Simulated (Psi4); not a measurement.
# SnH3Cl (SnClH3): a first try and a second

Wanted: a single-point energy of SnH3Cl (SnClH3), FNO-CCSD/def2-SVPD (density fitting, core potential, density fitting for correlation).

Program for the calculation: Psi4 1.11.

## 1. The structure to begin with

SnH3Cl: 5 atoms, total charge 0, spin state singlet. SMILES: `[H][Sn]([H])([H])[Cl]`. Geometry: a GFN2-xTB relaxation, a rough one for these elements and not checked as a minimum.

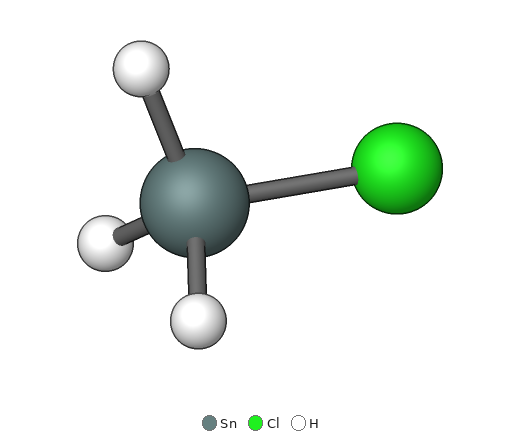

Viewed from a chosen angle; tin teal, chlorine green, hydrogen white.

## 2. First attempt

job.py

```python
import psi4

psi4.set_memory('1600 MB')
psi4.set_num_threads(1)
psi4.core.set_output_file('run.log', False)

mol = psi4.geometry("""
0 1
Sn    -0.00001890     0.00164406    -0.26939936
Cl     0.02186413    -0.03643392     4.04027225
H      2.99833396     0.02069250    -1.27571631
H     -1.51748787     2.60871022    -1.22278508
H     -1.50269132    -2.59459397    -1.27237150
units bohr
""")

psi4.set_options({
    'basis': 'def2-SVPD',
    'reference': 'rhf',
    'num_frozen_docc': 9,
    'cc_type': 'df',
    'scf_type': 'df',
    'diis': False,
    'scf_initial_accelerator': 'none',
    'guess': 'core',
    'maxiter': 50,
})

energy_value, wavefunction = psi4.energy("fno-ccsd", return_wfn=True)
print(f'total energy {energy_value:.8f} hartree = {energy_value * 27.211386:.5f} eV')
for k, v in sorted(psi4.core.scalar_variables().items()):
    print(f'{k:45s} {v:18.10f}')
```

The run is started by

```bash
$ python job.py
```

run.log:

```text
For method 'FNO-CCSD', SCF Algorithm Type (re)set to DISK_DF.

   => Loading Basis Set <=

    Name: DEF2-SVPD
    Role: ORBITAL
    Keyword: BASIS

    !!!  WARNING: ECP capability is in beta. Please check occupations closely.  !!!

         ---------------------------------------------------------
                                   SCF
                              RHF Reference
                        1 Threads,   1525 MiB Core
         ---------------------------------------------------------

  ==> Geometry <==

    Molecular point group: c1
    Full point group: C1

    Geometry (in Bohr), charge = 0, multiplicity = 1:

[... 77 lines left out ...]
  Minimum eigenvalue in the overlap matrix is 1.6483321893E-03.
  Reciprocal condition number of the overlap matrix is 2.6484567583E-04.
    Using symmetric orthogonalization.

  ==> Pre-Iterations <==

  SCF Guess: Core (One-Electron) Hamiltonian.

   -------------------------------------------------------
    Irrep   Nso     Nmo     Nalpha   Nbeta   Ndocc  Nsocc
   -------------------------------------------------------
     A         83      83      21      21      21       0
   -------------------------------------------------------
    Total      83      83      21      21      21       0
   -------------------------------------------------------

  ==> Iterations <==

                           Total Energy        Delta E     RMS |[F,P]|

   @DF-RHF iter   1:  -654.52355324875919   -6.54524e+02   1.08716e-01
   @DF-RHF iter   2:  -654.30061565977758    2.22938e-01   4.43254e-02
   @DF-RHF iter   3:  -653.39337933382910    9.07236e-01   4.86983e-02
[... 46 lines of this table left out ...]
   @DF-RHF iter  50:  -477.82356607969626   -1.79787e+01   1.50062e-01

PsiException: Could not converge SCF iterations in 50 iterations.

  Failed to converge.
```

Standard output:

```text
Traceback (most recent call last):
  File "job.py", line 29, in <module>
    energy_value, wavefunction = psi4.energy("fno-ccsd", return_wfn=True)
psi4.driver.p4util.exceptions.SCFConvergenceError: Could not converge SCF iterations in 50 iterations.
```

It took 2 s on 1 thread of Intel Xeon 6975P-C (Granite Rapids), shared host; peak memory 0.17 GiB.

## 3. Reading the log

No converged result was reached.

The log says `psi4.driver.p4util.exceptions.SCFConvergenceError: Could not converge SCF iterations in 50 iterations.`. What is wrong: the convergence aids are set badly. The sound input differs in these keys, not all of which need be the cause: diis at its default in place of no; scf initial accelerator at its default in place of none; starting guess at its default in place of core.

## 4. Second attempt

job.py

```python
import psi4

psi4.set_memory(1600000000)
psi4.set_num_threads(1)
psi4.set_output_file('psi4.out', False)

molecule = psi4.geometry("""
0 1
Sn    -0.00001890     0.00164406    -0.26939936
Cl     0.02186413    -0.03643392     4.04027225
H      2.99833396     0.02069250    -1.27571631
H     -1.51748787     2.60871022    -1.22278508
H     -1.50269132    -2.59459397    -1.27237150
units au
""")

psi4.set_options(dict(basis='def2-SVPD', reference='rhf', num_frozen_docc=9, cc_type='df', scf_type='df'))

E = psi4.energy("fno-ccsd")
print(f'total energy {E:.8f} hartree = {E * 27.211386:.5f} eV')
```

The run is started by

```bash
$ python job.py
```

psi4.out:

```text
[...]
    !!!  WARNING: ECP capability is in beta. Please check occupations closely.  !!!
[...]
  Running in c1 symmetry.
[...]
  Nuclear repulsion =  116.592648898002636
[...]
  Multiplicity = 1
[...]
  Nalpha       = 21
  Nbeta        = 21
[...]
    Number of basis functions: 83
[...]
   @DF-RHF iter   1:  -674.43462201713703   -1.36252e+00   3.31850e-03 ADIIS/DIIS
[...]
   @DF-RHF iter  10:  -674.47117420523170   -4.77485e-12   2.95470e-09 DIIS
[...]
    Orbital Energies [Eh]
    ---------------------
    Doubly Occupied:
       1A   -104.787075     2A    -10.548599     3A     -8.023209
       4A     -8.020676     5A     -8.020676     6A     -5.898841
       7A     -4.091175     8A     -4.086603     9A     -4.086602
      10A     -1.364510    11A     -1.357401    12A     -1.357396
      13A     -1.349855    14A     -1.349848    15A     -1.069932
      16A     -0.693109    17A     -0.496614    18A     -0.496515
      19A     -0.495720    20A     -0.438219    21A     -0.438108
[...]
  @DF-RHF Final Energy:  -674.47117420523170
   => Energetics <=
    Nuclear Repulsion Energy =            116.5926488980026363
    One-Electron Energy =               -1245.1862812777915224
    Two-Electron Energy =                 454.1224581745572095
    Total Energy =                       -674.4711742052317049
[...]
 Multipole Moments:
 ------------------------------------------------------------------------------------
     Multipole            Electronic (a.u.)      Nuclear  (a.u.)        Total (a.u.)
 ------------------------------------------------------------------------------------
 L = 1.  Multiply by 2.5417464519 to convert [e a0] to [Debye]
 Dipole X            :         -0.1552657            0.1525141           -0.0027516
 Dipole Y            :          0.2782277           -0.2712675            0.0069603
 Dipole Z            :        -31.9135597           31.0085929           -0.9049668
 Magnitude           :                                                    0.9049977
[...]
      * MP2 total energy:                  -674.744047527708
[...]
      * CCSD total energy:                 -674.778950275292
[...]
```

Standard output:

```text
total energy -674.77895028 hartree = -18361.67048 eV
```

It took 6 s on 1 thread of Intel Xeon 6975P-C (Granite Rapids), shared host; peak memory 0.24 GiB.

## 5. Results

Level: FNO-CCSD/def2-SVPD (density fitting, core potential, density fitting for correlation).

| quantity | value |
| --- | --- |
| total energy | -674.77895 Eh |
| HOMO energy (Hartree–Fock orbitals) | -11.92 eV |
| LUMO energy (Hartree–Fock orbitals) | 1.53 eV |
| HOMO–LUMO gap (Hartree–Fock orbitals) | 13.45 eV |
| correlation energy (9 core orbitals frozen) | -307.8 mEh |
| T1 diagnostic | 0.008 |
